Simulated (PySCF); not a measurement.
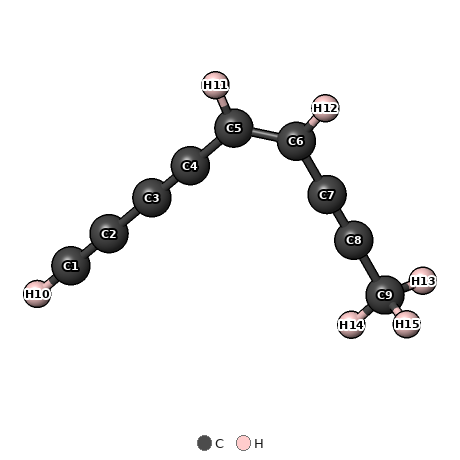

C₉H₆, SMILES C#CC#C/C=C\C#CC. Simulated ¹H spectrum at 300 MHz, line width 0.6 Hz, from GIAO shifts (PBE0/pcSseg-1, against TMS) and couplings (B3LYP/pcJ-1), PySCF, at a PBE0-D3(BJ)/def2-SVP geometry (no frequency check). Gas phase, values of one conformer, averaged over methyl-type rotors and exact or near symmetry; couplings among ¹H are treated exactly, other nuclei are left out. The spin-dipole term of J is left out for all pairs. The upper panels enlarge each group of lines, each scaled alone.

Give the shifts and couplings that make up the spectrum.

Answer.
```
δ (ppm)  nuclei          atoms
   6.02       1            H12
   5.76       1            H11
   2.62       1            H10
   2.22       3  H13, H14, H15
```


```csv
pair,J (Hz)
H12–H11,13.0
H12 – H13/H14/H15,4.0
H11–H10,−2.5
H11 – H13/H14/H15,−1.5
H12–H10,0.8
H10 – H13/H14/H15,−0.6
```

Not listed: couplings under 0.5 Hz, those between magnetically equivalent nuclei.

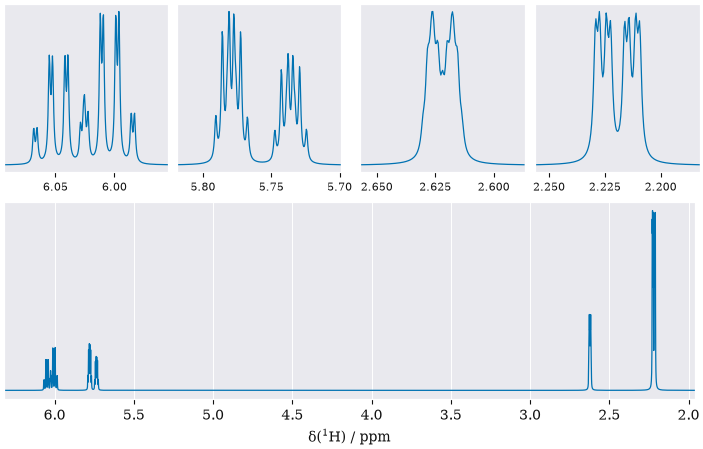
